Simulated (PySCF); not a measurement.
# C$_{3}$H$_{12}$N$_{2}$O$_{2}$Si$_{2}$: what the fields show

Input file:

```
{"job": {"kind": "nmr", "xc": "PBE0", "basis": "pcSseg-1"}, "charge": 0, "multiplicity": 1}
C     -1.097892    -0.040209     1.912980
N     -1.255908    -0.853881     0.968791
C     -0.955128    -0.532578    -0.366621
O     -0.862044     0.843498    -0.697625
C     -2.109755     1.475394    -0.844746
Si     0.767067    -1.286461    -0.778141
N      1.077524    -0.797669    -2.392921
O      1.834749    -0.760693     0.320888
Si     2.417999     0.169106     1.516697
H     -0.770352     0.995037     1.796194
H     -1.309143    -0.382725     2.915529
H     -1.716642    -1.016514    -0.992669
H     -2.678359     1.024460    -1.668488
H     -2.711257     1.408916     0.068604
H     -1.909215     2.522053    -1.070800
H      0.791715    -2.735828    -0.663449
H      1.987887    -0.962316    -2.790072
H      0.710294     0.087420    -2.706488
H      2.058925     1.565656     1.272341
H      1.857581    -0.321242     2.774985
H      3.863031    -0.035634     1.424536
```

Launched as:

```sh
OMP_NUM_THREADS=1 python probes_run.py task.json out
```

Geometry: GFN2-xTB.

These are results of PySCF 2.14.0, PBE0/pcSseg-1, SCF density, gas phase, non-relativistic, not measurements.

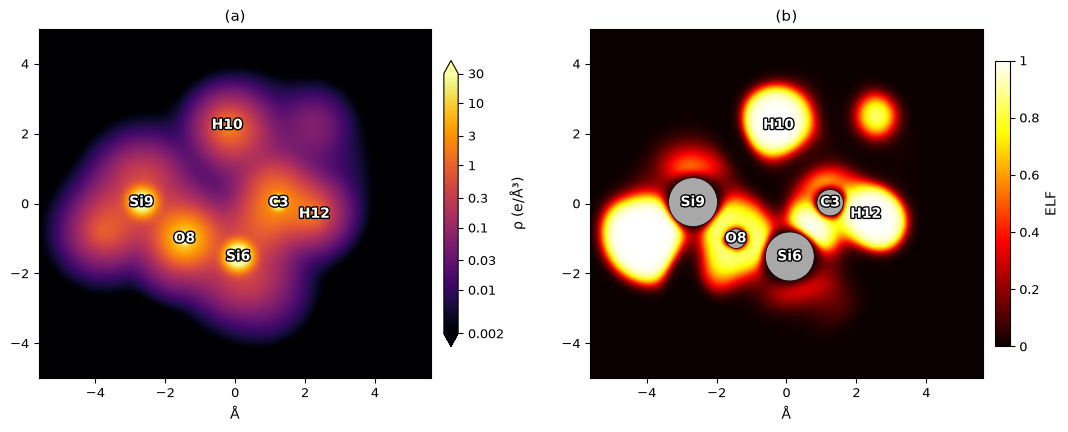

Figure 1. (a) electron density; (b) ELF on the plane of atoms C3, Si6 and O8. Grey discs cover the atomic cores in the ELF map.

**Describe what can be read from this map.**

Atoms in the plane: C, Si, O and H. Si–O (1.62 Å): the density is about 1.1 e/Å³ at the midpoint; the ELF peaks at about 0.85 between the atoms: a short, strongly polar bond. C–Si (1.92 Å): ρ at the midpoint is about 0.93 e/Å³; the ELF peaks at about 1 between the atoms; a covalent bond. The ELF also peaks beside O8, away from the bonds: lone-pair regions.

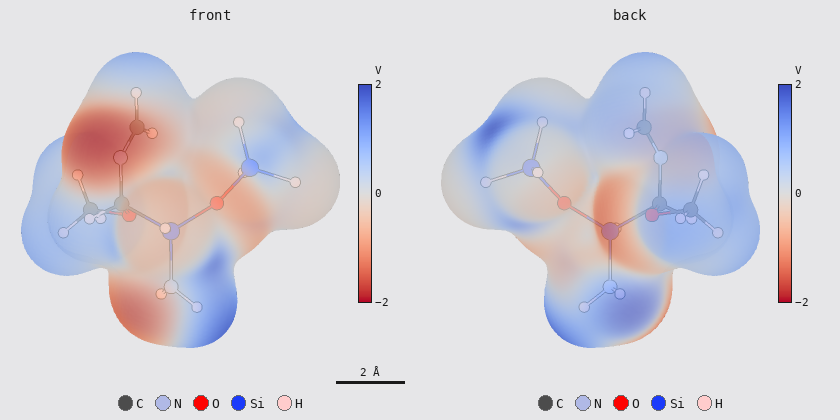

Figure 2. The molecular electrostatic potential painted on the density surface at 0.002 e/bohr³, seen from the front and from behind; red is negative and blue positive.

**Describe the electrostatic potential map.**

The most negative region (about −1.7 V) lies over N2, the most positive (about +1.6 V) over Si9 and H17. N2 is the likeliest acceptor of a hydrogen bond.
